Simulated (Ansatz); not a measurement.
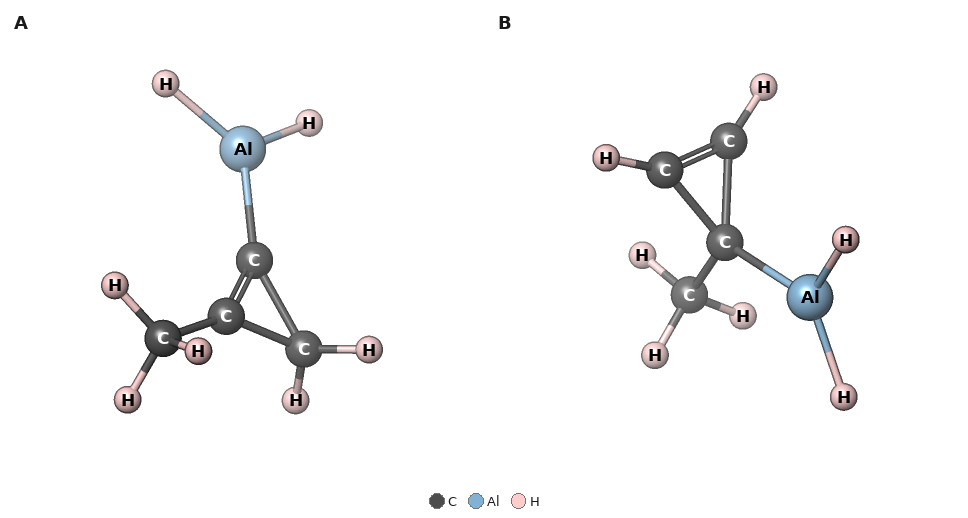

Depth is shown by fading: the farther an atom, the more it takes the colour of the background. Computed geometry: PBE0-D4/def2-TZVP optimisation. No frequency run is at hand to confirm it as a minimum.

Can A be turned into B by a rotation alone?

No. They are constitutional isomers of C4H7Al: A is CC1=[C]([AlH2])C1, B is C[C]1([AlH2])C=C1
